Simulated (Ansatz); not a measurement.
**One shape, several levels: triplet SiPH5O2**

Wanted: a comparison of 6 runs (UHF/3-21G, UB2PLYP/6-31G*, UB3LYP/6-31G*, UBHLYP/6-31G*, UBLYP/6-31G*, UMP2/6-31G*) of triplet SiPH5O2. 

Program for the calculation: Ansatz 0.2.0.

84 further runs of the same task are left out: 84 set aside as unsound or not needed.

## 1. The molecule

SiPH5O2 has 9 atoms, charge 0, and is taken as a triplet. As SMILES of the parent species, `O[SiH2]OP`. The coordinates come from a PBE0-D4/def2-TZVP relaxation. This is one conformer, not always the lowest. That shape belongs to the parent species and isn't relaxed for this state.

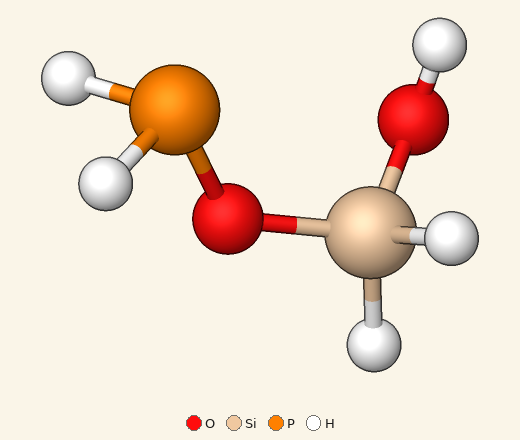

Viewed from a chosen angle; oxygen red, silicon light orange, phosphorus orange, hydrogen white.

## 2. The energy at UHF/3-21G (run 1)

Contents of job.yaml:

```yaml
crystal:
  periodic: [false, false, false]
  atoms:
    - {symbol: O, position_ang: [-0.307900, 1.144300, -1.642900]}
    - {symbol: Si, position_ang: [0.817700, 0.562000, -0.606400]}
    - {symbol: O, position_ang: [0.302400, -0.778100, 0.201800]}
    - {symbol: P, position_ang: [-0.942200, -0.834900, 1.277600]}
    - {symbol: H, position_ang: [-0.998700, 1.706900, -1.290600]}
    - {symbol: H, position_ang: [1.170600, 1.605300, 0.391300]}
    - {symbol: H, position_ang: [1.964500, 0.123500, -1.421100]}
    - {symbol: H, position_ang: [-0.305900, -1.590900, 2.302600]}
    - {symbol: H, position_ang: [-1.612000, -1.984300, 0.770600]}
basis:
  gaussian:
    orbitals: 3-21G.json
magnetization:
  spin_polarized: true
  initial_magnetization: 2
hamiltonian:
  xc: hf
accuracy: high
output: {orbitals: {seedname: orbitals}}
```

The basis set 3-21G is read from a file made from the Basis Set Exchange's data (not shown).

Started as:

```console
$ ansatz run job.yaml --threads 1 --pin off --max-ram 3480MiB --events-out events.jsonl --progress --plain --runs-dir runs
```

Log:

```text
Warning: RAYON_NUM_THREADS=1 ignored (pool sized by the plan → 1); use --threads N
Functional definition: HF
  name "HF"
  exchange = exact_x
  correlation = 0
1231 factors; integrals over basis functions are off by at most 7.9e-9 eV
mean field evaluation 1: about -21167.4908 eV, gradient 3.0e1 eV
mean field evaluation 2: about -21168.0860 eV, gradient 3.0e1 eV
mean field evaluation 4: about -21171.9961 eV, gradient 2.6e0 eV
mean field evaluation 8: about -21172.1470 eV, gradient 2.6e-1 eV
mean field evaluation 16: about -21172.1491 eV, gradient 2.9e-8 eV
mean field evaluation 32: about -21172.1419 eV, gradient 2.4e-1 eV
mean field evaluation 64: about -21170.0430 eV, gradient 1.6e1 eV
mean field -21172.14912014 eV, -778.0621291671 hartree, gradient 2.8e-8 eV, S^2 2.010754; 0 other end points of the search recorded, 0 dependent functions left out
reference -21172.14912014 eV, -778.0621291671 hartree; 26, 24 occupied and 28, 30 virtual orbitals, 1231 factors
Total energy: -21172.14912014 eV, -778.0621291671 hartree
```

Run time: 0.98 s. Hardware: 1 thread of AMD EPYC 9R45 (Zen 5), shared host; peak memory 0.18 GiB.

## 3. A single-point energy at UB2PLYP/6-31G(d) (spherical functions) (run 2)

Contents of molecule.yaml:

```yaml
crystal:
  periodic: [false, false, false]
  atoms:
    - {symbol: O, position_ang: [-0.307900, 1.144300, -1.642900]}
    - {symbol: Si, position_ang: [0.817700, 0.562000, -0.606400]}
    - {symbol: O, position_ang: [0.302400, -0.778100, 0.201800]}
    - {symbol: P, position_ang: [-0.942200, -0.834900, 1.277600]}
    - {symbol: H, position_ang: [-0.998700, 1.706900, -1.290600]}
    - {symbol: H, position_ang: [1.170600, 1.605300, 0.391300]}
    - {symbol: H, position_ang: [1.964500, 0.123500, -1.421100]}
    - {symbol: H, position_ang: [-0.305900, -1.590900, 2.302600]}
    - {symbol: H, position_ang: [-1.612000, -1.984300, 0.770600]}
basis:
  gaussian: {orbitals: 6-31G_st_-spherical.json}
hamiltonian: {xc: {name: B2PLYP}}
output: {orbitals: {seedname: orbitals}}
correlation: {frozen_orbitals: {H: 0, O: 1, P: 5, Si: 5}}
magnetization: {spin_polarized: true, initial_magnetization: 2}
accuracy: high
```

The basis set 6-31G* is read from a file made from the Basis Set Exchange's data (not shown).

Started as:

```console
$ ansatz run molecule.yaml --threads 1 --pin off --max-ram 3480MiB --events-out events.jsonl --progress --plain --runs-dir runs
```

Log:

```text
Warning: RAYON_NUM_THREADS=1 ignored (pool sized by the plan → 1); use --threads N
Functional definition: B2PLYP
  name "B2PLYP"
  parameter a = 0.53
  parameter c = 0.27
  exchange = (1 - a)*b88_x + a*exact_x
  correlation = (1 - c)*lyp_c + c*(mp2_os + mp2_ss)
1669 factors; integrals over basis functions are off by at most 4.4e-9 eV
mean field evaluation 1: about -21315.6904 eV, gradient 3.9e1 eV
mean field evaluation 2: about -21315.7627 eV, gradient 3.9e1 eV
mean field evaluation 4: about -21321.6000 eV, gradient 5.0e0 eV
mean field evaluation 8: about -21321.7461 eV, gradient 4.6e-1 eV
mean field evaluation 16: about -21321.7522 eV, gradient 2.9e-3 eV
mean field evaluation 32: about -21321.7522 eV, gradient 3.2e-6 eV
mean field -21321.75218125 eV, -783.5599402582 hartree, gradient 9.3e-8 eV, S^2 2.005542; 2 other end points of the search recorded, 0 dependent functions left out
12 core orbitals not correlated: weight in the atoms' cores, before any rotation towards them, 1.000 or more for the frozen orbitals, at most 0.000 for the correlated occupied ones
reference -21321.75220792 eV, -783.5599412382 hartree; 14, 12 occupied and 48, 50 virtual orbitals, 1669 factors
second order -17.73534695 eV of doubles, -0.00000000 eV of singles
Total energy: -21326.54075159 eV, -783.7359169725 hartree
```

Wall time 7.5 s (1 thread of AMD EPYC 9R45 (Zen 5), shared host); peak memory 0.38 GiB.

Run 3 isn't shown in full; the table further down has it.

## 4. The energy at UBHLYP/6-31G(d) (spherical functions) (run 4)

Contents of run.yaml:

```yaml
crystal:
  periodic: [false, false, false]
  atoms:
    - symbol: O
      position_ang: [-0.307900, 1.144300, -1.642900]
    - symbol: Si
      position_ang: [0.817700, 0.562000, -0.606400]
    - symbol: O
      position_ang: [0.302400, -0.778100, 0.201800]
    - symbol: P
      position_ang: [-0.942200, -0.834900, 1.277600]
    - symbol: H
      position_ang: [-0.998700, 1.706900, -1.290600]
    - symbol: H
      position_ang: [1.170600, 1.605300, 0.391300]
    - symbol: H
      position_ang: [1.964500, 0.123500, -1.421100]
    - symbol: H
      position_ang: [-0.305900, -1.590900, 2.302600]
    - symbol: H
      position_ang: [-1.612000, -1.984300, 0.770600]
basis:
  gaussian:
    orbitals: 6-31G_st_-spherical.json
magnetization:
  spin_polarized: true
  initial_magnetization: 2
hamiltonian:
  xc: {name: BHLYP}
accuracy: high
output:
  orbitals: {seedname: orbitals}
```

The basis set 6-31G* is read from a file made from the Basis Set Exchange's data (not shown).

Started as:

```console
$ ansatz run run.yaml --threads 1 --pin off --max-ram 3480MiB --events-out events.jsonl --progress --plain --runs-dir runs
```

Log:

```text
Warning: RAYON_NUM_THREADS=1 ignored (pool sized by the plan → 1); use --threads N
Functional definition: BHLYP
  name "BHLYP"
  parameter a = 0.5
[... 1 set-up line as earlier in the session ...]
  correlation = lyp_c
1669 factors; integrals over basis functions are off by at most 4.4e-9 eV
mean field evaluation 1: about -21329.3489 eV, gradient 4.0e1 eV
mean field evaluation 2: about -21323.7804 eV, gradient 5.6e1 eV
mean field evaluation 4: about -21335.4919 eV, gradient 3.2e0 eV
mean field evaluation 8: about -21335.6361 eV, gradient 2.1e-1 eV
mean field evaluation 16: about -21335.6371 eV, gradient 1.6e-3 eV
mean field evaluation 32: about -21335.6371 eV, gradient 9.7e-7 eV
mean field -21335.63713331 eV, -784.0702028349 hartree, gradient 2.2e-8 eV, S^2 2.004904; 2 other end points of the search recorded, 0 dependent functions left out
reference -21335.63716179 eV, -784.0702038816 hartree; 26, 24 occupied and 48, 50 virtual orbitals, 1669 factors
Total energy: -21335.63716179 eV, -784.0702038816 hartree
```

Run time: 6.9 s. Hardware: 1 thread of AMD EPYC 9R45 (Zen 5), shared host; peak memory 0.37 GiB.

Run 5 isn't shown in full; the table further down has it.

## 5. A single-point energy at UMP2/6-31G(d) (spherical functions) (run 6)

Contents of in.yaml:

```yaml
crystal:
  periodic: [false, false, false]
  atoms:
    - {symbol: O, position_ang: [-0.307900, 1.144300, -1.642900]}
    - {symbol: Si, position_ang: [0.817700, 0.562000, -0.606400]}
    - {symbol: O, position_ang: [0.302400, -0.778100, 0.201800]}
    - {symbol: P, position_ang: [-0.942200, -0.834900, 1.277600]}
    - {symbol: H, position_ang: [-0.998700, 1.706900, -1.290600]}
    - {symbol: H, position_ang: [1.170600, 1.605300, 0.391300]}
    - {symbol: H, position_ang: [1.964500, 0.123500, -1.421100]}
    - {symbol: H, position_ang: [-0.305900, -1.590900, 2.302600]}
    - {symbol: H, position_ang: [-1.612000, -1.984300, 0.770600]}
basis:
  gaussian:
    orbitals: 6-31G_st_-spherical.json
magnetization:
  spin_polarized: true
  initial_magnetization: 2
correlation:
  method: mp2
  frozen_orbitals: {H: 0, O: 1, P: 5, Si: 5}
accuracy: high
```

The basis set 6-31G* is read from a file made from the Basis Set Exchange's data (not shown).

Started as:

```console
$ ansatz run in.yaml --threads 1 --pin off --max-ram 3480MiB --events-out events.jsonl --progress --plain --runs-dir runs
```

Log:

```text
Warning: RAYON_NUM_THREADS=1 ignored (pool sized by the plan → 1); use --threads N
[... 4 set-up lines as earlier in the session ...]
1669 factors; integrals over basis functions are off by at most 4.4e-9 eV
mean field evaluation 1: about -21278.9583 eV, gradient 3.1e1 eV
mean field evaluation 2: about -21279.1006 eV, gradient 3.1e1 eV
mean field evaluation 4: about -21283.8694 eV, gradient 3.4e0 eV
mean field evaluation 8: about -21284.0715 eV, gradient 8.2e-1 eV
mean field evaluation 16: about -21284.0893 eV, gradient 1.6e-8 eV
mean field -21284.08934445 eV, -782.1758565346 hartree, gradient 3.0e-8 eV, S^2 2.010368; 3 other end points of the search recorded, 0 dependent functions left out
12 core orbitals not correlated: weight in the atoms' cores, before any rotation towards them, 1.000 or more for the frozen orbitals, at most 0.000 for the correlated occupied ones
reference -21284.08934445 eV, -782.1758565346 hartree; 14, 12 occupied and 48, 50 virtual orbitals, 1669 factors
second order -14.27875488 eV of doubles, -0.00000000 eV of singles
Total energy: -21298.36809933 eV, -782.7005910979 hartree
```

It took 1.7 s on 1 thread of AMD EPYC 9R45 (Zen 5), shared host; peak memory 0.26 GiB.

## 6. The series

| run | level | frozen core orbitals | energy (Eh) | HOMO energy (eV) | ⟨S²⟩ | wall time |
| --- | --- | --- | --- | --- | --- | --- |
| 1 | UHF/3-21G | – | -778.062129 | -4.76 | 2.011 | 0.98 s |
| 2 | UB2PLYP/6-31G* (spherical functions) | 12 | -783.735917 | -3.57 | 2.006 | 7.5 s |
| 3 | UB3LYP/6-31G* (spherical functions) | – | -784.186433 | -2.49 | 2.003 | 6.6 s |
| 4 | UBHLYP/6-31G* (spherical functions) | – | -784.070204 | -3.56 | 2.005 | 6.9 s |
| 5 | UBLYP/6-31G* (spherical functions) | – | -784.104532 | -1.53 | 2.002 | 5.4 s |
| 6 | UMP2/6-31G* (spherical functions) | 12 | -782.700591 | – | 2.010 | 1.7 s |

## 7. Summary of results

```
                                           quantity          value
                                run 6: total energy  -782.70059 Eh
run 6: correlation energy (12 core orbitals frozen)     -524.7 mEh
           run 6: ⟨S²⟩ of the reference determinant          2.010
```

In words: Totals of different functionals can't be ranked against each other. All runs together took 29 s, the longest 7.5 s.
